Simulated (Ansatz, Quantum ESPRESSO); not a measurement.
# CdF2 (Fm-3m): third-order response

Which lines does CdF2 (Fm-3m) show in Raman and infrared spectra?

Program: Quantum ESPRESSO 8.0 development, patched. Level of theory: DFT LDA, scalar-relativistic, plane waves, PseudoDojo norm-conserving pseudopotentials. Results are calculated unless marked as measured.

## Step 1: Set-up

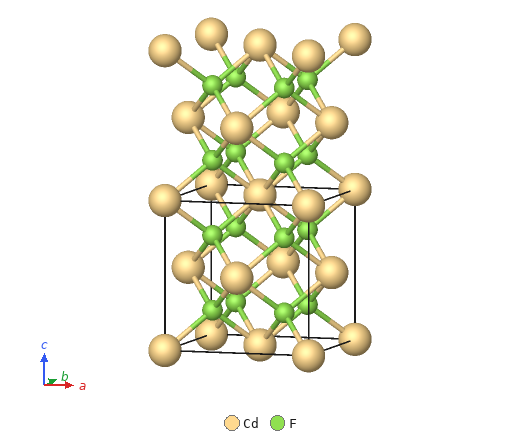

The starting structure, seen slightly off an axis (cadmium orange, fluorine green). 1×1×2 cells are drawn. This picture shows the conventional cell, with its axes. Some periodic images of atoms are drawn too.

## Step 2: A probe with smearing

Before anything dear is run, a loose run with smearing shows whether this is a metal and how far the cell is from rest.

File probe.in:

```
 &control
    calculation='scf',
    prefix='x',
    outdir='./tmp',
    pseudo_dir='./pseudo',
    tprnfor=.true.,
    tstress=.true.,
    verbosity='high',
 /
 &system
    ibrav=0,
    nat=3,
    ntyp=2,
    ecutwfc=102.0,
    occupations='smearing',
    smearing='gaussian',
    degauss=0.01,
 /
 &electrons
    conv_thr=1.0d-07,
    mixing_beta=0.7,
    electron_maxstep=100,
 /
ATOMIC_SPECIES
 Cd    112.4140  Cd.upf
 F      18.9984  F.upf
CELL_PARAMETERS angstrom
    -2.694000000    0.000000000    2.694000000
     0.000000000    2.694000000    2.694000000
    -2.694000000    2.694000000    0.000000000
ATOMIC_POSITIONS crystal
 Cd     0.000000000   0.000000000   0.000000000
 F      0.750000000   0.750000000   0.750000000
 F      0.250000000   0.250000000   0.250000000
K_POINTS automatic
 6 6 6 0 0 0
```

Started as:

```sh
$ OMP_NUM_THREADS=1 mpirun -n 4 pw.x -nk 4 -in probe.in > probe.out
```

Output:

```text
[banners, grids, parts of the stress and lines that vanish by symmetry left out]
Program PWSCF v.8.0dev
     In Cd.upf r*V + 2Z of the local potential adds  1.5E-02 Ry bohr^3 between 6 and 10 bohr.
     Times the mean valence density, that enters the energy per atom
[...]
kinetic-energy cutoff     =     102.0000  Ry
     charge density cutoff     =     408.0000  Ry
     scf convergence threshold =      1.0E-07
[...]
Exchange-correlation= SLA-PW-NOGX-NOGC
                           (   1   4   0   0   0   0   0)
[...]
48 Sym. Ops., with inversion, found
[...]
(     0          1          0      )
                  (     0          0          1      )
[...]
(  0.0000000  1.0000000  0.0000000 )
                  ( -0.0000000 -0.0000000  1.0000000 )
[...]
(     1          0         -1      )
[...]
(     0          1         -1      )
                  (     0          1          0      )
[...]
( -1.0000000  0.0000000  0.0000000 )
                  (  0.0000000  1.0000000 -0.0000000 )
[...]
number of k points=    16  Gaussian smearing, width (Ry)=  0.0100
[...]
End of self-consistent calculation
[...]
the Fermi energy is     7.3022 ev
!    total energy              =    -449.01339076 Ry
[...]
convergence has been achieved in   7 iterations
[...]
atom    1 type  1   force =    -0.00000000    0.00000000   -0.00000000
     atom    2 type  2   force =    -0.00000000    0.00000000   -0.00000000
     atom    3 type  2   force =     0.00000000    0.00000000   -0.00000000
[...]
Total force =     0.000000     Total SCF correction =     0.000000
[...]
total   stress  (Ry/bohr**3)                   (kbar)     P=      -57.45
[...]
XML data file, charge density, pseudopotentials, collected wavefunctions

   JOB DONE.
```

Wall time 6.1 s (4 MPI ranks of Arm Neoverse V1, shared host); 24 s of CPU time.

Read from the output:

```
volume per atom   : 13.03 Å³
pressure          : -5.745 GPa
gap on the k-mesh : 2.840 eV
```

A gap of 2.8 eV opens on this mesh, so the crystal is taken as an insulator; the start stands at -5.7 GPa.

## Step 3: Relaxing the cell and atoms

The relaxation runs at a cutoff a fifth above that of the response, since stress converges more slowly with the basis than frequencies do. Forces and stress are brought to rest with tight thresholds.

File relax.in:

```
 &control
    calculation='vc-relax',
    prefix='x',
    outdir='./tmp',
    pseudo_dir='./pseudo',
    tprnfor=.true.,
    tstress=.true.,
    forc_conv_thr=2.0d-05,
    etot_conv_thr=1.0d-07,
    nstep=40,
 /
 &system
    ibrav=0,
    nat=3,
    ntyp=2,
    ecutwfc=122,
    occupations='fixed',
    nbnd=19,
 /
 &electrons
    conv_thr=1.0d-11,
    mixing_beta=0.7,
    electron_maxstep=100,
 /
 &ions
 /
 &cell
    press_conv_thr=0.2,
 /
ATOMIC_SPECIES
 Cd    112.4140  Cd.upf
 F      18.9984  F.upf
CELL_PARAMETERS angstrom
    -2.694000000    0.000000000    2.694000000
     0.000000000    2.694000000    2.694000000
    -2.694000000    2.694000000    0.000000000
ATOMIC_POSITIONS crystal
 Cd     0.000000000   0.000000000   0.000000000
 F      0.750000000   0.750000000   0.750000000
 F      0.250000000   0.250000000   0.250000000
K_POINTS automatic
 6 6 6 0 0 0
```

Started as:

```sh
$ OMP_NUM_THREADS=1 mpirun -n 4 pw.x -nk 4 -in relax.in > relax.out
```

Output:

```text
[banners, grids, parts of the stress and lines that vanish by symmetry left out]
[banner, memory and clock lines left out]
Program PWSCF v.8.0dev

[...]
kinetic-energy cutoff     =     122.0000  Ry
     charge density cutoff     =     488.0000  Ry
     scf convergence threshold =      1.0E-11
[...]
energy convergence thresh.=      1.0E-07
     force convergence thresh. =      2.0E-05
     press convergence thresh. =      2.0E-01
     Exchange-correlation= SLA-PW-NOGX-NOGC
                           (   1   4   0   0   0   0   0)
[...]
48 Sym. Ops., with inversion, found
[...]
number of k points=    16
[...]
End of self-consistent calculation
[...]
highest occupied, lowest unoccupied level (ev):     6.0785    8.9193
!    total energy              =    -449.01346755 Ry
[...]
convergence has been achieved in  12 iterations
[...]
atom    1 type  1   force =     0.00000000    0.00000000   -0.00000000
     atom    2 type  2   force =    -0.00000000   -0.00000000    0.00000000
     atom    3 type  2   force =    -0.00000000   -0.00000000    0.00000000
     Total force =     0.000000     Total SCF correction =     0.000000
[...]
total   stress  (Ry/bohr**3)                   (kbar)     P=      -56.73
[...]
number of bfgs steps    =   0
[...]
CELL_PARAMETERS (angstrom)
[...]
ATOMIC_POSITIONS (crystal)
Cd              -0.0000000000       -0.0000000000        0.0000000000
F                0.7500000000        0.7500000000        0.7500000000
F                0.2500000000        0.2500000000        0.2500000000
[...]
New effective cutoffs (rho, wfc):  496.97  124.37
[...]
End of self-consistent calculation
[...]
highest occupied, lowest unoccupied level (ev):     6.5355    9.4817
!    total energy              =    -449.01561354 Ry
[...]
convergence has been achieved in   9 iterations
[...]
atom    1 type  1   force =     0.00000000    0.00000000   -0.00000000
     atom    2 type  2   force =    -0.00000000   -0.00000000   -0.00000000
     atom    3 type  2   force =     0.00000000   -0.00000000    0.00000000
     Total force =     0.000000     Total SCF correction =     0.000000
[...]
total   stress  (Ry/bohr**3)                   (kbar)     P=      -25.89
[...]
number of bfgs steps    =   1
[...]
CELL_PARAMETERS (angstrom)
[...]
ATOMIC_POSITIONS (crystal)
Cd              -0.0000000000        0.0000000000        0.0000000000
[...]
New effective cutoffs (rho, wfc):  504.91  126.36
[...]
End of self-consistent calculation
[...]
highest occupied, lowest unoccupied level (ev):     6.9225    9.9559
!    total energy              =    -449.01609856 Ry
[...]
convergence has been achieved in  10 iterations
[...]
atom    1 type  1   force =     0.00000000   -0.00000000    0.00000000
     atom    2 type  2   force =     0.00000000    0.00000000    0.00000000
     atom    3 type  2   force =     0.00000000    0.00000000    0.00000000
     Total force =     0.000000     Total SCF correction =     0.000000
[...]
total   stress  (Ry/bohr**3)                   (kbar)     P=        2.86
[...]
number of bfgs steps    =   2
[...]
CELL_PARAMETERS (angstrom)
[...]
ATOMIC_POSITIONS (crystal)
[...]
New effective cutoffs (rho, wfc):  504.12  126.16
[...]
End of self-consistent calculation
[...]
highest occupied, lowest unoccupied level (ev):     6.8838    9.9086
!    total energy              =    -449.01610403 Ry
[...]
convergence has been achieved in   8 iterations
[...]
atom    1 type  1   force =    -0.00000000    0.00000000    0.00000000
     atom    2 type  2   force =    -0.00000000   -0.00000000   -0.00000000
     atom    3 type  2   force =    -0.00000000   -0.00000000    0.00000000
     Total force =     0.000000     Total SCF correction =     0.000000
[...]
total   stress  (Ry/bohr**3)                   (kbar)     P=       -0.12
[...]
number of bfgs steps    =   3
[...]
small trust_radius: resetting bfgs history
[...]
CELL_PARAMETERS (angstrom)
[...]
ATOMIC_POSITIONS (crystal)
[...]
New effective cutoffs (rho, wfc):  504.14  126.17
[...]
End of self-consistent calculation
[...]
highest occupied, lowest unoccupied level (ev):     6.8848    9.9099
!    total energy              =    -449.01610403 Ry
[...]
convergence has been achieved in   5 iterations
[...]
atom    1 type  1   force =     0.00000000   -0.00000000    0.00000000
     atom    2 type  2   force =    -0.00000000   -0.00000000   -0.00000000
     atom    3 type  2   force =    -0.00000000   -0.00000000    0.00000000
     Total force =     0.000000     Total SCF correction =     0.000000
[...]
total   stress  (Ry/bohr**3)                   (kbar)     P=       -0.04
[...]
bfgs converged in   5 scf cycles and   4 bfgs steps
[...]
End of BFGS Geometry Optimization
     Final enthalpy           =    -449.0161040337 Ry
     File ./tmp/x.bfgs deleted, as requested
[...]
CELL_PARAMETERS (angstrom)
[...]
ATOMIC_POSITIONS (crystal)
[...]
F                0.7500000000        0.7500000000        0.7500000000
F                0.2500000000        0.2500000000        0.2500000000
[...]
Final scf calculation at the relaxed structure.
[...]
kinetic-energy cutoff     =     122.0000  Ry
     charge density cutoff     =     488.0000  Ry
     scf convergence threshold =      1.0E-13
[...]
press convergence thresh. =      2.0E-01
     Exchange-correlation= SLA-PW-NOGX-NOGC
                           (   1   4   0   0   0   0   0)
[...]
48 Sym. Ops., with inversion, found
[...]
number of k points=    16
[...]
End of self-consistent calculation
[...]
highest occupied, lowest unoccupied level (ev):     6.8849    9.9099
!    total energy              =    -449.01609163 Ry
[...]
convergence has been achieved in  13 iterations
[...]
atom    1 type  1   force =    -0.00000000   -0.00000000    0.00000000
     atom    2 type  2   force =    -0.00000000   -0.00000000    0.00000000
     atom    3 type  2   force =    -0.00000000    0.00000000   -0.00000000
     Total force =     0.000000     Total SCF correction =     0.000000
[...]
total   stress  (Ry/bohr**3)                   (kbar)     P=       -0.02
[...]
XML data file, charge density, pseudopotentials, collected wavefunctions
```

The job ended after 65 s (4 MPI ranks; 4.3 min of CPU time).

Step by step:

```
step  energy less that of the first step (eV)  largest force (eV/Å)  pressure (GPa)  volume (Å³)
   1                                   0.0000                0.0000           -5.67        39.10
   2                                  -0.0292                0.0000           -2.59        37.98
   3                                  -0.0358                0.0000            0.29        37.09
   4                                  -0.0359                0.0000           -0.01        37.18
   5                                  -0.0359                0.0000            0.00        37.18
   6                                  -0.0357                0.0000            0.00        37.18
```

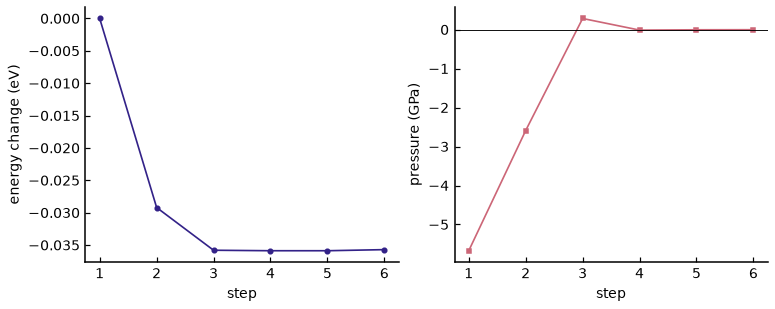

Energy and pressure along the relaxation.

```
conventional cell, symmetrised  before  after  change
                         a (Å)   5.388  5.298  -1.7 %
                         b (Å)   5.388  5.298  -1.7 %
                         c (Å)   5.388  5.298  -1.7 %
              volume (Å³/atom)   13.03  12.39  -4.9 %
```

Final coordinates:

```
Cd F
1.0
    -2.64899    0.00000    2.64899
     0.00000    2.64899    2.64899
    -2.64899    2.64899    0.00000
Cd F
1 2
Cartesian
  0.0000 0.0000 0.0000
  -3.9735 3.9735 3.9735
  -1.3245 1.3245 1.3245
```

The last row of the table of steps is pw.x's closing run on a basis chosen anew for the final cell, so its energy can jump.

Read from the output:

* volume per atom: 12.39 Å³
* pressure: -0.002 GPa
* gap on the k-mesh: 3.025 eV

The volume changes by -4.9 % from the cell with which this run began.

## Step 4: Self-consistent run for the response

The response is built on this ground state, so it is converged far tighter than an energy would need. With a gap, occupations are fixed, which also allows the response to an electric field.

File scf.in:

```
 &control
    calculation='scf',
    prefix='x',
    outdir='./tmp',
    pseudo_dir='./pseudo',
    tprnfor=.true.,
    tstress=.true.,
 /
 &system
    ibrav=0,
    nat=3,
    ntyp=2,
    ecutwfc=102.0,
    occupations='fixed',
    nbnd=19,
 /
 &electrons
    conv_thr=1.0d-12,
    mixing_beta=0.7,
    electron_maxstep=100,
 /
ATOMIC_SPECIES
 Cd    112.4140  Cd.upf
 F      18.9984  F.upf
CELL_PARAMETERS angstrom
    -2.648991864    0.000000000    2.648991864
     0.000000000    2.648991864    2.648991864
    -2.648991864    2.648991864    0.000000000
ATOMIC_POSITIONS crystal
 Cd     0.000000000   0.000000000   0.000000000
 F      0.750000000   0.750000000   0.750000000
 F      0.250000000   0.250000000   0.250000000
K_POINTS automatic
 8 8 8 0 0 0
```

Started as:

```sh
$ OMP_NUM_THREADS=1 mpirun -n 4 pw.x -nk 4 -in scf.in > scf.out
```

Output:

```text
[banners, grids, parts of the stress and lines that vanish by symmetry left out]
[banner, memory and clock lines left out]
Program PWSCF v.8.0dev

[...]
kinetic-energy cutoff     =     102.0000  Ry
     charge density cutoff     =     408.0000  Ry
     scf convergence threshold =      1.0E-12
[...]
Exchange-correlation= SLA-PW-NOGX-NOGC
                           (   1   4   0   0   0   0   0)
[...]
48 Sym. Ops., with inversion, found
[...]
number of k points=    29
[...]
End of self-consistent calculation
[...]
highest occupied, lowest unoccupied level (ev):     6.9065    9.9099
!    total energy              =    -449.01601556 Ry
[...]
convergence has been achieved in  12 iterations
[...]
atom    1 type  1   force =     0.00000000    0.00000000   -0.00000000
     atom    2 type  2   force =     0.00000000    0.00000000   -0.00000000
     atom    3 type  2   force =     0.00000000    0.00000000    0.00000000
     Total force =     0.000000     Total SCF correction =     0.000000
[...]
total   stress  (Ry/bohr**3)                   (kbar)     P=       -0.63
[...]
XML data file, charge density, pseudopotentials, collected wavefunctions
```

Run time: 16 s. Hardware: 4 MPI ranks.

Read from the output:

| Item | Value |
| --- | --- |
| pressure | -0.063 GPa |
| gap on the k-mesh | 3.003 eV |

The cell stands at -0.063 GPa, close enough for phonons.

(Part 1 of 3 ends here.)

[Host names and launcher messages were left out of these logs when they were recorded.]

[Logs are printed without paths, hosts, clocks, repeated set-up lines and the standing remarks that a program may print on its own settings, such as how far it seeks lower states.]

[Hosts, paths, dates, database ids (printed as entryN), source tags and the programs' standing remarks are cut or masked in the printed files.]
